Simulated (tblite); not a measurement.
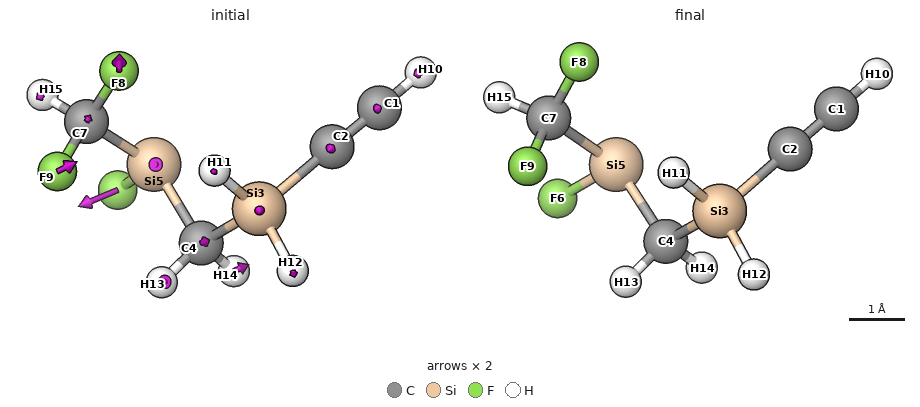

The structure of C4H6F3Si2 (multiplicity 2) before (left) and after (right) a relaxation, at one scale. The purple arrows give the displacements, magnified 2 times.

Style: ball-and-stick. Shown face on.

Computed with GFN2-xTB geometry optimisation, gas phase (tblite 0.8.0). 

Question: What changed between the two?

Answer: Over 82 geometry steps the energy falls by 0.384 eV. The atom that moves furthest after the best rigid fit is F6 (0.43 Å). By element the largest moves are F 0.43 Å, Si 0.20 Å, H 0.19 Å, C 0.11 Å. Among the contacts that change: Si5–C7 1.820 → 1.949 Å, Si3–C4 1.859 → 1.919 Å, C4–Si5 1.841 → 1.888 Å, C2–Si3 1.882 → 1.850 Å. Among the angles between lasting bonds that change: F6–Si5–C7 110.2° → 98.7°, C2–Si3–C4 111.7° → 105.5°, Si3–C4–Si5 107.0° → 112.9°. The run took 0.66 s on 1 thread of Arm Neoverse V1, with other jobs on the host.
